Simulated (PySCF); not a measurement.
C4H10N3P (SMILES CN1C=CN(C)P1N)

```yaml
atoms:
  - { symbol: C, position_ang: [-2.3150, -0.8333, -0.8340] }
  - { symbol: N, position_ang: [-1.1676, -0.2587, -0.1746] }
  - { symbol: C, position_ang: [-0.7877, -0.7328, 1.0869] }
  - { symbol: C, position_ang: [0.5060, -0.5457, 1.3400] }
  - { symbol: N, position_ang: [1.1827, 0.0737, 0.2865] }
  - { symbol: C, position_ang: [2.6104, -0.0790, 0.1588] }
  - { symbol: P, position_ang: [0.1630, 0.4186, -1.0472] }
  - { symbol: N, position_ang: [-0.0171, 2.0931, -0.7628] }
  - { symbol: H, position_ang: [-3.2284, -0.5761, -0.2895] }
  - { symbol: H, position_ang: [-2.3822, -0.4197, -1.8401] }
  - { symbol: H, position_ang: [-2.2525, -1.9242, -0.9084] }
  - { symbol: H, position_ang: [-1.5354, -1.1423, 1.7408] }
  - { symbol: H, position_ang: [1.0392, -0.7729, 2.2447] }
  - { symbol: H, position_ang: [2.9161, -1.1300, 0.1063] }
  - { symbol: H, position_ang: [3.1144, 0.3858, 1.0105] }
  - { symbol: H, position_ang: [2.9322, 0.4263, -0.7507] }
  - { symbol: H, position_ang: [-0.3937, 2.3727, 0.1358] }
  - { symbol: H, position_ang: [-0.3932, 2.6509, -1.5148] }
```

Geometry: GFN2-xTB.

Level of theory: PBE0/pcSseg-1, SCF density, gas phase, non-relativistic in PySCF 2.14.0.

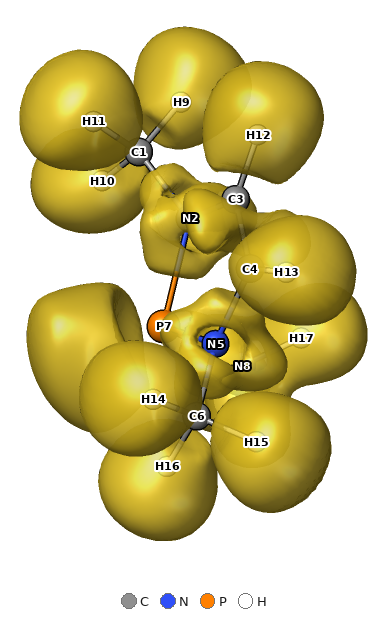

Figure 1. Isosurface of the electron localisation function at 0.75 (yellow), seen at an oblique angle. Core shells and regions of very low density are left out.

What do the ELF domains correspond to?

The surface consists of one region between bonded C–C atoms (shared pairs), eight regions around hydrogen nuclei, two regions on N in which the atom's valence shell and bonds are merged, one lobe on P, pointing away from the bonds (lone pairs) and one joined region spread over several atoms (H, N), in which their bonds and any lone pairs are merged.


C–C (1.33 Å): the ELF peaks at about 0.95 between the atoms; a short, multiple covalent bond. C–N (1.40 Å): the ELF peaks at about 0.90 between the atoms: localised, covalent bonding.

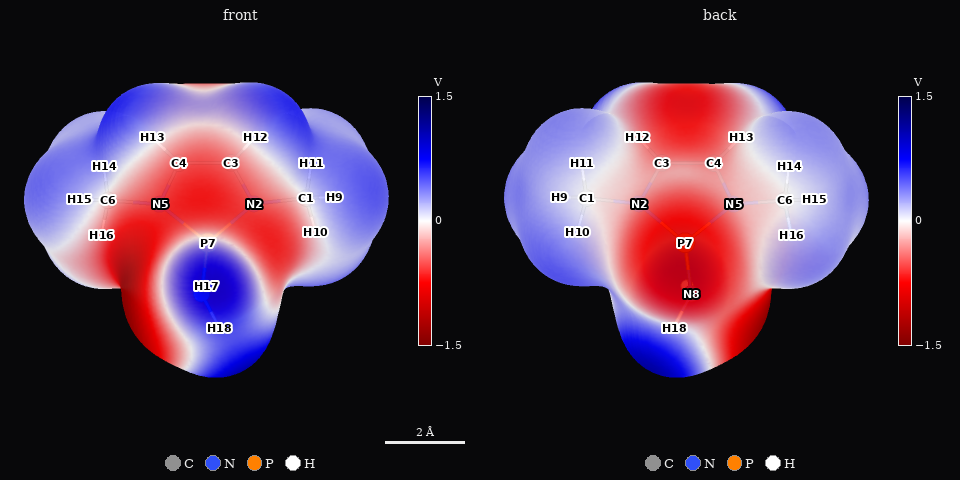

Figure 2. The molecular electrostatic potential painted on the density surface at 0.001 e/bohr³, seen from the front and from behind; red is negative and blue positive.

Which sites attract a positive test charge, and which a negative one?

A positive charge is drawn to the negative regions and a negative charge to the positive ones. The most negative region (about −1.4 V, or −32 kcal/mol for a unit charge) lies over N8, the most positive (about +1.0 V, or +23 kcal/mol for a unit charge) over H18. N8 is the likeliest acceptor of a hydrogen bond.

How polar is the molecule by this calculation?

Its dipole moment is 0.92 D.
